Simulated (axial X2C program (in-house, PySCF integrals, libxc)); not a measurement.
Run report: Te₂, relativistic diatomic calculation

System: Te₂, single determinant with Ω = 0 (not the lowest found). The distance is the PBE0 minimum at charge 0.
Method: expectation values, HF and Kohn-Sham, two-component X2C with atomic mean-field Coulomb and Gaunt terms, Te dyall-cv3z (cores contracted) (axial X2C program (in-house, PySCF integrals, libxc)).

**Summary**

- outcome: converged
- hardware: 1 thread of Arm Neoverse V1, 112 GiB of memory available, shared host
- wall time: 5.5 s
- peak memory: 0.54 GiB

**Input file**
```
{"zs": [52, 52], "q": 0, "bas": ["dyall-cv3z", "dyall-cv3z"], "r0": 2.56, "levels": ["PBE0", "HF", "LDA", "TPSSh", "r2SCAN"], "nst": 3}
```

The line is the task of a batch: nuclear charges, charge, bases, the levels to run, a first guess of the distance and further settings. This report covers the levels named above. The log is that of the reference distance.

The run was one of a batch that the task file lists, launched with:
```bash
python <driver script> task.json out
```

**The program's output**
```
two-component X2C + atomic mean field  PBE0
basis functions 248  fitting functions 1260  grid points 5804
iter        total energy     max residual
   1     -13581.289846739     7.07e-02
   2     -13581.290200115     1.83e-04
   3     -13581.290200207     6.46e-05
   4     -13581.290200234     3.47e-05
   5     -13581.290200244     1.00e-06
   6     -13581.290200244     1.50e-06
converged
one-electron -19742.81639902  Coulomb 5965.35238553  exact exchange -87.33566580  xc functional -267.12656278  nuclear repulsion 558.72517701  atomic mean-field constant -8.08913518
```

**Expectation values by level of theory**

```tsv
quantity	PBE0	HF	LDA	TPSSh	r2SCAN
effective field for an electron dipole moment (GV/cm)	–	–	–	–	–
field gradient at the first nucleus (a.u.)	4.22	3.87	4.39	4.28	4.29
field gradient at the second nucleus (a.u.)	4.22	3.87	4.39	4.28	4.29
A∥/gI, first nucleus (MHz)	–	–	–	–	–
A∥/gI, second nucleus (MHz)	–	–	–	–	–
```

Each column comes from one determinant, in a basis with contracted cores. A dash marks a value that vanishes by symmetry, wasn't computed or didn't converge. The spread over the levels shows only part of the uncertainty.

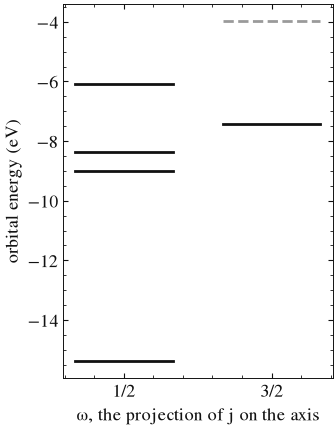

**Figure 1.** Orbital energies (PBE0) near the frontier at 2.56 Å, filled (solid) and empty (dashed); the Kramers partners at −ω are degenerate and not drawn. The highest filled spinor (1/2; 48 % Te p, 48 % Te p) lies at −6.08 eV, the lowest empty one (3/2; 47 % Te p, 47 % Te p) at −3.98 eV.
